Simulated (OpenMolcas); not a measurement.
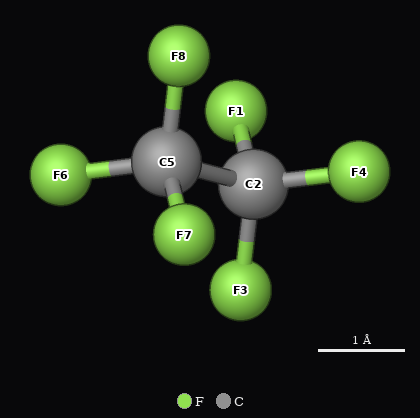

*The structure as given in the input (ball-and-stick view, seen at a tilt; atoms are numbered from 1 in the order of the input).*

Bond lengths as drawn: C–C 1.55 Å and C–F 1.33 Å.

**Single-point calculation of C₂F₆**

C₂F₆, multiplicity 3, computed with M06-2X/6-31G*, UKS (OpenMolcas 26.06).

The run did not end well. The geometry is that of the parent species in another charge or spin state. The geometry comes from this level: PBE0-D4/def2-TZVP.

Input file:
```
* C2F6 Kohn-Sham DFT
>>> EXPORT MOLCAS_PRINT=2

&GATEWAY
  BASLIB
  $CurrDir
  COORD
  input.xyz
  BASIS
  6-31Gs
  GROUP
  NoSym

&SEWARD
  GRIDINPUT
  Grid=UltraFine
  End of Grid

&SCF
  UHF
  SPIN
  3
  KSDFT
  M062X
  THRESHOLDS
  1e-10 1e-07 1e-07 1e-05
  PRORBITALS
  1
```

File input.xyz:
```
8

F      1.065570    -0.767260     1.152000
C      0.662650    -0.397300    -0.054910
F      1.596070     0.361280    -0.610920
F      0.478560    -1.476610    -0.801220
C     -0.662670     0.397270     0.054890
F     -0.477000     1.479670     0.796360
F     -1.068680     0.762200    -1.152500
F     -1.594500    -0.359250     0.616310
```

Run as:
```bash
export MOLCAS_MEM=1860
pymolcas run.input > run.log
```

The program's output:
```
--- Start Module: gateway ---

                                              &GATEWAY

                       available to each process: 1.9 GB of memory, 1 thread

 Basis Set     1 Label: F.6-31GS
 Basis set is read from library:.
 basistype.tbl is not found

 Basis Set     2 Label: C.6-31GS
 Basis set is read from library:.
 basistype.tbl is not found

 Basis Set     3 Label: F.6-31GS
 Basis set is read from library:.
 basistype.tbl is not found

 Basis Set     4 Label: C.6-31GS
 Basis set is read from library:.
 basistype.tbl is not found

 Basis Set     5 Label: F.6-31GS
 Basis set is read from library:.
 basistype.tbl is not found

++    Symmetry information:
      ---------------------

                    Character Table for C1

                             E
                    a        1  x, y, xy, Rz, z, xz, Ry, yz, Rx, I
--

++    Basis set information:
      ----------------------

      Basis set label: F.6-31GS.........

      Electronic valence basis set:
      ------------------
      Associated Effective Charge   9.000000 au
      Associated Actual Charge      9.000000 au
      Nuclear Model: Point charge

      Shell  nPrim  nBasis  Cartesian Spherical Contaminant
         s      10       3        X
         p       4       2        X
         d       1       1                 X

      Basis set label: C.6-31GS.........

      Electronic valence basis set:
      ------------------
      Associated Effective Charge   6.000000 au
      Associated Actual Charge      6.000000 au
      Nuclear Model: Point charge

      Shell  nPrim  nBasis  Cartesian Spherical Contaminant
         s      10       3        X
         p       4       2        X
         d       1       1                 X

      Basis set label: F.6-31GS.........

      Electronic valence basis set:
      ------------------
      Associated Effective Charge   9.000000 au
      Associated Actual Charge      9.000000 au
      Nuclear Model: Point charge

      Shell  nPrim  nBasis  Cartesian Spherical Contaminant
         s      10       3        X
         p       4       2        X
         d       1       1                 X

      Basis set label: C.6-31GS.........

      Electronic valence basis set:
      ------------------
      Associated Effective Charge   6.000000 au
      Associated Actual Charge      6.000000 au
      Nuclear Model: Point charge

      Shell  nPrim  nBasis  Cartesian Spherical Contaminant
         s      10       3        X
         p       4       2        X
         d       1       1                 X

      Basis set label: F.6-31GS.........

      Electronic valence basis set:
      ------------------
      Associated Effective Charge   9.000000 au
      Associated Actual Charge      9.000000 au
      Nuclear Model: Point charge

      Shell  nPrim  nBasis  Cartesian Spherical Contaminant
         s      10       3        X
         p       4       2        X
         d       1       1                 X
--

++    Molecular structure info:
      -------------------------

                    ************************************************
                    **** Cartesian Coordinates / bohr, angstrom ****
                    ************************************************

     Center  Label                x              y              z                     x              y              z
        1      F1               2.013635      -1.449911       2.176964              1.065570      -0.767260       1.152000
        2      C2               1.252227      -0.750788      -0.103765              0.662650      -0.397300      -0.054910
        3      F3               3.016135       0.682720      -1.154471              1.596070       0.361280      -0.610920
        4      F4               0.904347      -2.790388      -1.514086              0.478560      -1.476610      -0.801220
        5      C5              -1.252265       0.750731       0.103727             -0.662670       0.397270       0.054890
        6      F6              -0.901399       2.796171       1.504902             -0.477000       1.479670       0.796360
        7      F7              -2.019513       1.440349      -2.177909             -1.068680       0.762200      -1.152500
        8      F8              -3.013168      -0.678884       1.164657             -1.594500      -0.359250       0.616310

                    ***************************************
                    *    InterNuclear Distances / bohr    *
                    ***************************************

               1 F1            2 C2            3 F3            4 F4            5 C5            6 F6
    1 F1       0.000000
    2 C2       2.504045        0.000000
    3 F3       4.080636        2.504057        0.000000
    4 F4       4.080595        2.503996        4.080619        0.000000
    5 C5       4.450533        2.927472        4.450497        4.450599        0.000000
    6 F6       5.194065        4.450487        5.185173        6.601868        2.504041        0.000000
    7 F7       6.601880        4.450555        5.194148        5.185437        2.504018        4.080629
    8 F8       5.185365        4.450580        6.601880        5.194328        2.504028        4.080606

               7 F7            8 F8
    7 F7       0.000000
    8 F8       4.080595        0.000000

                    *******************************************
                    *    InterNuclear Distances / angstrom    *
                    *******************************************

               1 F1            2 C2            3 F3            4 F4            5 C5            6 F6
    1 F1       0.000000
    2 C2       1.325084        0.000000
    3 F3       2.159379        1.325090        0.000000
    4 F4       2.159358        1.325058        2.159371        0.000000
    5 C5       2.355121        1.549152        2.355102        2.355155        0.000000
    6 F6       2.748581        2.355096        2.743875        3.493558        1.325081        0.000000
    7 F7       3.493564        2.355132        2.748625        2.744015        1.325069        2.159376
    8 F8       2.743977        2.355145        3.493565        2.748720        1.325074        2.159364

               7 F7            8 F8
    7 F7       0.000000
    8 F8       2.159358        0.000000

                    **************************************
                    *    Valence Bond Angles / degree    *
                    **************************************
                          Atom centers                 Phi
                      1 F1       2 C2       3 F3       109.14
                      1 F1       2 C2       4 F4       109.14
                      1 F1       2 C2       5 C5       109.80
                      3 F3       2 C2       4 F4       109.14
                      3 F3       2 C2       5 C5       109.80
                      4 F4       2 C2       5 C5       109.81
                      2 C2       5 C5       6 F6       109.80
                      2 C2       5 C5       7 F7       109.80
                      2 C2       5 C5       8 F8       109.80
                      6 F6       5 C5       7 F7       109.14
                      6 F6       5 C5       8 F8       109.14
                      7 F7       5 C5       8 F8       109.14

           ***************************************************************
           *              Valence Dihedral Angles / degree               *
           ***************************************************************
                    Atom centers                       Phi1     Phi2     Theta
           1 F1       2 C2       5 C5       6 F6        109.80   109.80    60.27
           1 F1       2 C2       5 C5       7 F7        109.80   109.80  -179.73
           1 F1       2 C2       5 C5       8 F8        109.80   109.80   -59.73
           3 F3       2 C2       5 C5       6 F6        109.80   109.80   -59.73
           3 F3       2 C2       5 C5       7 F7        109.80   109.80    60.27
           3 F3       2 C2       5 C5       8 F8        109.80   109.80  -179.72
           4 F4       2 C2       5 C5       6 F6        109.81   109.80  -179.73
           4 F4       2 C2       5 C5       7 F7        109.81   109.80   -59.73
           4 F4       2 C2       5 C5       8 F8        109.81   109.80    60.27
--

            Nuclear Potential Energy            464.04241175 au

--- Stop Module: gateway /rc=_RC_ALL_IS_WELL_ ---

--- Start Module: seward ---

                                              &SEWARD

                       available to each process: 1.9 GB of memory, 1 thread

               SEWARD will generate:
                  Multipole Moment integrals up to order  2
                  Kinetic Energy integrals
                  Nuclear Attraction integrals (point charge)
                  One-Electron Hamiltonian integrals
                  Velocity integrals
                  Orbital angular momentum around (  0.0000   0.0000   0.0000 )
                  Velocity quadrupole around (  0.0000   0.0000   0.0000 )
                  Two-Electron Repulsion integrals

                   Integrals are discarded if absolute value <: 1.00E-14
                   Integral cutoff threshold is set to       <: 1.00E-16

            Nuclear Potential Energy            464.04241175 au

      Basis set specifications :
      Symmetry species         a
      Basis functions          112

--- Stop Module: seward /rc=_RC_ALL_IS_WELL_ ---
--- Module seward spent 7 seconds ---

--- Start Module: scf ---

                                                &SCF

                       available to each process: 1.9 GB of memory, 1 thread

++    Input section:
      --------------

      Header of the integral files:

      Cartesian coordinates in angstrom:
      -----------------------------------------------------
      No.  Label        X            Y            Z
      -----------------------------------------------------
       1   F1         1.06557000  -0.76726000   1.15200000
       2   C2         0.66265000  -0.39730000  -0.05491000
       3   F3         1.59607000   0.36128000  -0.61092000
       4   F4         0.47856000  -1.47661000  -0.80122000
       5   C5        -0.66267000   0.39727000   0.05489000
       6   F6        -0.47700000   1.47967000   0.79636000
       7   F7        -1.06868000   0.76220000  -1.15250000
       8   F8        -1.59450000  -0.35925000   0.61631000
      -----------------------------------------------------
      Nuclear repulsion energy =  464.04241175
--

++    Orbital specifications:
      -----------------------

      Symmetry species               1
                                     a
      Frozen orbitals                0
      Start temperature = 0.500
      End temperature   = 0.010
      Temperature Factor= 0.460
      Deleted orbitals               0
      Total number of orbitals     112
      Number of basis functions    112
--

      Molecular charge                           0.000

      Numerical integration parameters
      --------------------------------
      Radial quadrature type:                         MHL
      Size of radial grid:                            99
      Lebedev angular grid:                           41
      Angular grid pruned with the crowding factor:  1.00E+10
                                 and fading factor:  1.00E+01
      Screening threshold for integral computation:   1.00E-11
      Radial quadrature accuracy:                     1.00E-25
      Maximum batch size:                             128
      AO values are stored on disk
      The same grid will be used for all iterations.

      DFT functional specifications
      -----------------------------
      Using Libxc version: 6.2.2
      Please cite the following reference:
      S. Lehtola, C. Steigemann, M. J.T. Oliveira, and M. A.L. Marques.,  SoftwareX 7, 1–5 (2018) doi:10.1016/j.softx.2017.11.002

      * Minnesota M06-2X hybrid exchange functional
        - Y. Zhao and D. G. Truhlar.,  Theor. Chem. Acc. 120, 215 (2008) doi:10.1007/s00214-007-0310-x
      * Minnesota M06-2X correlation functional
        - Y. Zhao and D. G. Truhlar.,  Theor. Chem. Acc. 120, 215 (2008) doi:10.1007/s00214-007-0310-x

++    Optimization specifications:
      ----------------------------

      SCF Algorithm: Conventional USCF
      D(i)-D(i-1) density differences are used
      Number of density matrices in core                 5
      Maximum number of NDDO SCF iterations            400
      Maximum number of HF SCF iterations              400
      Threshold for SCF energy change             1.00E-10
      Threshold for density matrix                1.00E-07
      Threshold for Fock matrix                   1.00E-07
      Threshold for linear dependence             1.00E-09
      Threshold at which DIIS is turned on        1.50E-01
      Maximum depth in the DIIS procedure                5
      Maximum depth in the BFGS Hessian update          30
      Threshold at which QNR/C2DIIS is turned on  7.50E-02
      Threshold for Norm(delta) (QNR/C2DIIS)      1.00E-05
      All orbitals punched on: UHFORB
--

      Input vectors read from INPORB
      Orbital file label: *Guess orbitals

++ Convergence information
                               UHF M062X      iterations: Energy and convergence statistics

Iter     Tot. M062X      One-elec.       Two-elec.     Energy      Max Dij or  Max Fij      DNorm      TNorm      AccCon     Time
         Energy          Energy          Energy        Change      Delta Norm                                                in Sec.
   1  -666.714264026 -1897.280212389   766.523536615   0.00E+00    3.98E-01*   7.98E-01*    1.17E+01   2.59E+02   None         7.
   2  -670.257172834 -1885.235047565   750.935462982  -3.54E+00*   7.10E-01*   4.33E-01*    1.47E+01   2.54E+02   EDIIS        6.
   3  -668.898994767 -1901.205439570   768.264033054   1.36E+00*   1.17E-01*   3.51E-01*    1.47E+01   2.61E+02   EDIIS        6.
   4  -674.322371278 -1896.470073371   758.105290344  -5.42E+00*   3.04E-01*   1.28E-01*    9.50E+00   2.56E+02   EDIIS        6.
   5  -674.331538590 -1894.379339556   756.005389217  -9.17E-03*   5.01E-02*   8.02E-02*    1.85E+00   2.57E+02   EDIIS        6.
   6  -674.558964169 -1895.604611541   757.003235624  -2.27E-01*   1.12E-01*   4.79E-02*    9.11E-01   2.57E+02   EDIIS        6.
   7  -674.552056796 -1895.290982410   756.696513866   6.91E-03*   1.11E-02*   2.21E-02*    4.18E-01   2.57E+02   EDIIS        6.
   8  -674.570682488 -1895.546951316   756.933857079  -1.86E-02*   1.54E-02*   5.67E-03*    8.46E-02   2.57E+02   EDIIS        6.
   9  -674.589534507 -1895.557974349   756.926028093  -1.89E-02*   4.38E-02*   9.21E-03*    1.86E+00   2.57E+02   EDIIS        6.
  10  -674.612939936 -1895.525907740   756.870556055  -2.34E-02*   3.05E-02*   9.04E-03*    8.72E-01   2.57E+02   EDIIS        6.
  11  -674.612931683 -1895.651804459   756.996461027   8.25E-06*   2.23E-02*   4.92E-03*    2.24E-01   2.57E+02   EDIIS        6.

       Fermi aufbau procedure completed!
      nOcc(alpha)=   34
      nOcc(beta) =   32

  12  -674.613970034 -1895.564886452   756.908504669  -1.04E-03*   1.23E-02*   1.51E-03*    1.09E-01   2.57E+02   c2DIIS       6.
  13  -674.614057613 -1895.579053134   756.922583773  -8.76E-05*   1.67E-02*   1.33E-03*    7.77E-02   2.57E+02   QNRc2DIIS    6.
  14  -674.614091570 -1895.581747172   756.925243854  -3.40E-05*   4.48E-02*   8.48E-04*    5.34E-02   2.57E+02   QNRc2DIIS    6.
  15  -674.614123815 -1895.579202156   756.922666593  -3.22E-05*   6.46E-03*   3.79E-04*    1.66E-01   2.57E+02   QNRc2DIIS    6.
  16  -674.614128432 -1895.584041775   756.927501595  -4.62E-06*   2.15E-03*   1.68E-04*    2.17E-02   2.57E+02   QNRc2DIIS    6.
  17  -674.614128065 -1895.584130330   756.927590516   3.66E-07*   1.12E-02*   1.65E-04*    8.26E-03   2.57E+02   QNRc2DIIS    6.
  18  -674.614129962 -1895.580944601   756.924402891  -1.90E-06*   2.29E-03*   1.72E-04*    3.59E-02   2.57E+02   QNRc2DIIS    6.
  19  -674.614129344 -1895.581324867   756.924783773   6.17E-07*   6.56E-03*   2.79E-04*    6.42E-03   2.57E+02   QNRc2DIIS    6.
  20  -674.614131116 -1895.583886848   756.927343983  -1.77E-06*   8.43E-03*   1.70E-04*    1.72E-02   2.57E+02   QNRc2DIIS    6.
  21  -674.614132377 -1895.581655030   756.925110905  -1.26E-06*   2.33E-02*   1.65E-04*    2.30E-02   2.57E+02   QNRc2DIIS    6.
  22  -674.614133621 -1895.573096342   756.916550972  -1.24E-06*   1.62E-02*   3.58E-04*    6.36E-02   2.57E+02   QNRc2DIIS    6.
  23  -674.614136701 -1895.579976895   756.923428446  -3.08E-06*   1.86E-01*   2.92E-04*    4.45E-02   2.57E+02   QNRc2DIIS    6.
  24  -674.614148939 -1895.592875948   756.936315260  -1.22E-05*   8.62E-02*   2.81E-04*    5.10E-01   2.57E+02   QNRc2DIIS    6.
  25  -674.614148945 -1895.583010857   756.926450164  -5.36E-09*   6.71E-02*   1.29E-04*    2.37E-01   2.57E+02   QNRc2DIIS    6.
  26  -674.614151764 -1895.586965495   756.930401982  -2.82E-06*   6.58E-03*   1.00E-04*    1.84E-01   2.57E+02   QNRc2DIIS    6.
  27  -674.614151994 -1895.587882262   756.931318519  -2.29E-07*   1.26E-02*   7.75E-05*    1.80E-02   2.57E+02   QNRc2DIIS    6.
  28  -674.614152301 -1895.583470261   756.926906211  -3.07E-07*   1.88E-03*   2.43E-05*    3.47E-02   2.57E+02   QNRc2DIIS    6.
  29  -674.614152323 -1895.583394314   756.926830242  -2.14E-08*   3.31E-04*   8.98E-06*    5.62E-03   2.57E+02   QNRc2DIIS    6.
  30  -674.614152325 -1895.583084482   756.926520409  -2.22E-09*   1.84E-04*   4.06E-06*    9.53E-04   2.57E+02   QNRc2DIIS    6.
  31  -674.614152326 -1895.583174556   756.926610482  -5.32E-10*   6.83E-05*   3.10E-06*    4.90E-04   2.57E+02   QNRc2DIIS    6.
  32  -674.614152326 -1895.583269791   756.926705717  -2.06E-10*   5.01E-05*   8.54E-07*    1.71E-04   2.57E+02   QNRc2DIIS    6.
```

What the run reported:

```csv
quantity,value
outcome,stopped at the time limit
basis functions,112
hardware,"1 thread of Intel Xeon @ 2.50GHz (Skylake/Cascade Lake), 96 GiB of memory available, shared host"
wall time,3.4 min
peak memory,0.67 GiB
```

What went wrong:

The run was cut off by its time limit, so the output is incomplete.
